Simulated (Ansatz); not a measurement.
**FGeH₅N₂O: up Jacob's ladder to CCSD(T)**

Aim: compute FGeH₅N₂O with functionals from several rungs and with coupled cluster. The yardstick is the atomisation energy at the CCSD(T) limit.

Computed with Ansatz 0.2.0, Gaussian basis. Level: functionals in def2-TZVPP, the program's frozen cores in correlated methods.

Plan: LDA (SPW92), PBE-D4, revPBE-D4, BLYP-D4, r2SCAN-D4, B97M-V, PBE0-D4, B3LYP-D4, r2SCANh-D4, r2SCAN0-D4, HSE06-D4, BHLYP-D4, CAM-B3LYP-D4, LC-ωPBE, ωB97X-V, ωB97M-V, B2PLYP, PBE-QIDH; CCSD(T)/def2-SVP; CCSD(T)/def2-TZVPP; MP2/def2-QZVPP; extrapolation to the limit; RPA on PBE.

### Step 1. The geometry

All runs share one geometry, relaxed beforehand with PBE0-D4 in a triple-zeta def2 set.

SMILES `[NH2][Ge]([NH2])([OH])[F]`, 10 atoms, charge 0, spin multiplicity 1.

Atoms are counted from 1 here; the program's logs count them from 0.

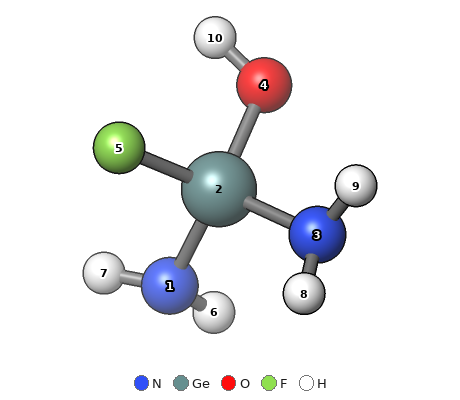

The structure; nitrogen blue, germanium teal, oxygen red, fluorine green, hydrogen white; atoms are numbered from 1 in the order of the file.

As a file:

```mol
FGeH5N2O
  3D, bonds by distance, orders not assigned

 10  9  0  0  0  0  0  0  0  0999 V2000
   -1.5337    0.5599   -0.2391 N   0  0
    0.2009    0.1642    0.0707 Ge  0  0
    0.3149   -1.5312    0.6456 N   0  0
    1.3829    0.2812   -1.2334 O   0  0
    0.6882    1.4117    1.1881 F   0  0
   -1.9683    0.0459   -0.9913 H   0  0
   -1.7402    1.5443   -0.3229 H   0  0
   -0.2717   -1.7804    1.4266 H   0  0
    1.2446   -1.9070    0.7486 H   0  0
    1.7655    1.1602   -1.2897 H   0  0
  1  2  8  0
  2  3  8  0
  2  4  8  0
  2  5  8  0
  1  6  8  0
  1  7  8  0
  3  8  8  0
  3  9  8  0
  4 10  8  0
M  END
```

### Step 2. LDA

This LDA is Slater exchange with PW92 correlation.

in.yaml reads:

```yaml
crystal:
  periodic: [false, false, false]
  atoms:
    - {symbol: N, position_ang: [-1.533691, 0.559949, -0.239126]}
    - {symbol: Ge, position_ang: [0.200892, 0.164173, 0.070657]}
    - {symbol: N, position_ang: [0.314879, -1.531228, 0.645596]}
    - {symbol: O, position_ang: [1.382870, 0.281211, -1.233417]}
    - {symbol: F, position_ang: [0.688191, 1.411672, 1.188051]}
    - {symbol: H, position_ang: [-1.968346, 0.045895, -0.991271]}
    - {symbol: H, position_ang: [-1.740234, 1.544285, -0.322854]}
    - {symbol: H, position_ang: [-0.271659, -1.780420, 1.426591]}
    - {symbol: H, position_ang: [1.244649, -1.907042, 0.748550]}
    - {symbol: H, position_ang: [1.765549, 1.160204, -1.289676]}
basis:
  gaussian: {orbitals: def2-TZVPP}
hamiltonian: {xc: lda}
output: {orbitals: {seedname: orbitals}}
```

Command:

```
> ansatz run in.yaml --threads 4 --pin off --events-out ev --progress --plain --max-ram 10444MiB
```

Further steps of the session: PBE-D4 (GGA); revPBE-D4 (GGA); BLYP-D4 (GGA); r2SCAN-D4 (meta-GGA); B97M-V (meta-GGA); B3LYP-D4 (hybrid); r2SCANh-D4 (hybrid); r2SCAN0-D4 (hybrid); HSE06-D4 (hybrid); BHLYP-D4 (hybrid); CAM-B3LYP-D4 (range-separated); LC-ωPBE (range-separated); ωB97X-V (range-separated); ωB97M-V (range-separated); B2PLYP (double hybrid); PBE-QIDH (double hybrid); CCSD(T) in def2-SVP; CCSD(T) in def2-TZVPP; MP2 in def2-QZVPP; RPA on PBE orbitals.

**Question.** What will the summary of the whole plan be? Wanted: atomisation energy, CCSD(T)/CBS; farthest beyond LDA; mean size of error, GGA; mean size of error, meta-GGA; mean size of error, hybrid; mean size of error, range-separated; mean size of error, double hybrid; gap, smallest and largest; T1 diagnostic.

**Answer**, as computed:

```
                               quantity                                                      value
        atomisation energy, CCSD(T)/CBS                                             848.8 kcal/mol
functionals within 8.5 kcal/mol (1.0 %)  BLYP-D4, B97M-V, B3LYP-D4, CAM-B3LYP-D4, ωB97X-V, ωB97M-V
                    farthest beyond LDA                                  BHLYP-D4 (-44.3 kcal/mol)
                mean size of error, GGA                                              10.0 kcal/mol
           mean size of error, meta-GGA                                               8.4 kcal/mol
             mean size of error, hybrid                                              21.7 kcal/mol
    mean size of error, range-separated                                               3.6 kcal/mol
      mean size of error, double hybrid                                              16.7 kcal/mol
              gap, smallest and largest                      5.40 eV (BLYP-D4), 13.12 eV (LC-ωPBE)
                          T1 diagnostic                                                     0.0111
triples share of the correlation energy                                                      3.4 %
```

**Reading.** LDA overbinds by 135.0 kcal/mol (16 %). PBE-D4 is off by +11.3 kcal/mol. Double hybrids carry the basis error of their MP2 part in triple zeta, and no dispersion term here, so their miss is partly the set-up's. The rungs range-separated, meta-GGA miss on average by less than the doubt on the reference (8.5 kcal/mol), so they tie. The reference freezes the cores and leaves out relativity and excitations past (T), and its outer-core shells are covered unevenly, so misses under about 8.5 kcal/mol can't be ranked. Hartree-Fock recovers 65 % of the binding; the rest is correlation. CCSD(T) in def2-SVP is off by -77.7 kcal/mol, so the small basis spoils what the method gains. The gap grows from 5.4 to 13.1 eV across the functionals, mostly with the share of exact exchange. Correlated methods include outer-core shells of Ge, which these sets cover unevenly.
